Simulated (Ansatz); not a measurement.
## Pressure series in GaN

The parent structure is GaN in the zinc blende structure (space group F-43m, No. 216).

```xyz
2
Lattice="0.0000 2.2743 2.2743 2.2743 0.0000 2.2743 2.2743 2.2743 0.0000" Properties=species:S:1:pos:R:3 pbc="T T T"
N      3.4114     3.4114     3.4114
Ga     0.0000     0.0000     0.0000
```

Cell and atoms are relaxed at each pressure.

Levels (all Ansatz, a program for electronic structure, PAW): PBE (420 eV, no SOC); r2SCAN (500 eV, without spin-orbit coupling).

The base cell above is that of PBE; each level relaxes its own structures.

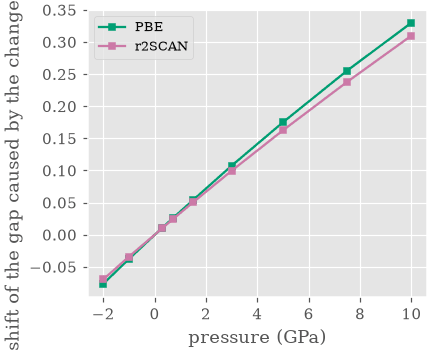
Figure: Shift of the gap caused by the change under two levels

**Question.** How do the two levels compare along the series?

**Answer.** The two levels differ by at most about 0.02 eV. They put the cases in the same order.

Load acts through the strain it causes; cell and atoms are relaxed under it. Whether these cells are dynamically stable was not tested. Tetrahedral semiconductors of this kind turn to denser phases somewhere between about 1 and 50 GPa; those were not computed, so compressed cells here can lie past the real transition. This is not the structure that GaN has at room temperature and ambient pressure.
